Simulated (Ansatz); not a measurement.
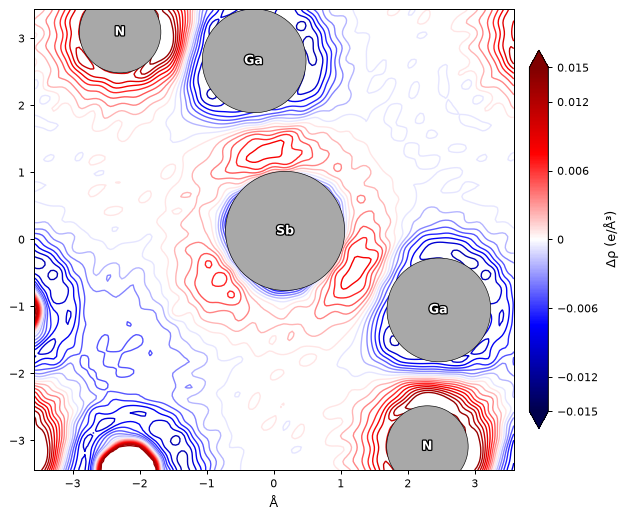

Ga$_{4}$SbN$_{3}$. Difference of the valence pseudo-densities of two functionals at the same geometry, on the (100) plane of the calculation cell: one of PBE and r2SCAN less the other.

Space group Amm2; started from the ordered alloy on zincblende lattice prototype, which need not be the ambient phase.

Both computed with Ansatz (plane waves, PAW), on the same k-point mesh. Grey discs cover the atomic cores.

### Which was subtracted from which, and what does the map show?

It is r2SCAN less PBE. Against PBE, r2SCAN gives more density around N (+0.012 e/Å³ on average at 0.8 Å from the nucleus), less density around Ga (−0.006 e/Å³ on average at 1.0 Å from the nucleus) and a change of +0.008 e/Å³ at the midpoint of Ga–Sb.
